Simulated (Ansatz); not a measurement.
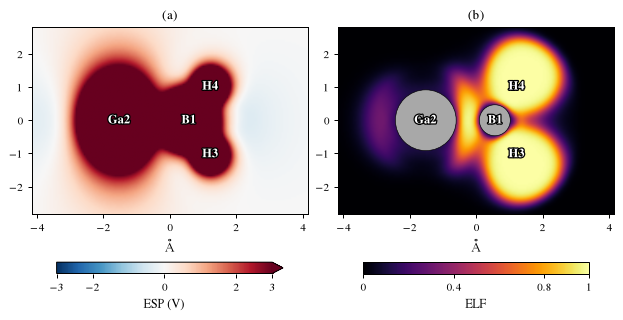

Figure 1: BGaH4. (a) electrostatic potential; (b) electron localisation function on the plane of atoms H3, B1 and H4. Grey discs cover the atomic cores in the ELF map.

All numbers below come from Ansatz, RKS BHLYP/def2-SVP.

Input

```
crystal:
  periodic: [false, false, false]
  atoms:
    - { symbol: B, position_ang: [0.1783, -0.9495, 0.3006] }
    - { symbol: Ga, position_ang: [0.2085, 1.0514, 0.0632] }
    - { symbol: H, position_ang: [-0.971, -1.3467, 0.5145] }
    - { symbol: H, position_ang: [0.8624, -1.3698, -0.5721] }
    - { symbol: H, position_ang: [-0.4177, 1.2325, -0.6566] }
    - { symbol: H, position_ang: [0.1815, 1.318, 0.3043] }
basis:
  gaussian: { orbitals: def2-SVP }
hamiltonian:
  xc: { name: BHLYP }
relax:
  f_tol: 0.02
  max_steps: 50
output:
  orbitals: {}
```

Run with:

```sh
ansatz run input.yaml --threads 1 --pin off --max-ram 2048MiB --backend cpu --events-out ev --progress --plain --runs-dir out
```

The fields are those of the relaxed geometry.

> Describe what can be read from this map.

The section cuts through B, Ga and H sites.
Ga–B (2.08 Å): the ELF peaks at about 1 in the valence shell of B, 0.8 Å from its nucleus, and is about 0.75 at the midpoint.
B–H (1.20 Å): the ELF climbs to about 1 towards the hydrogen, as it does in any bond to H: a covalent bond by its length.
Outside the dense part of the molecule the potential is most negative (−0.4 V) near H3 and H4.
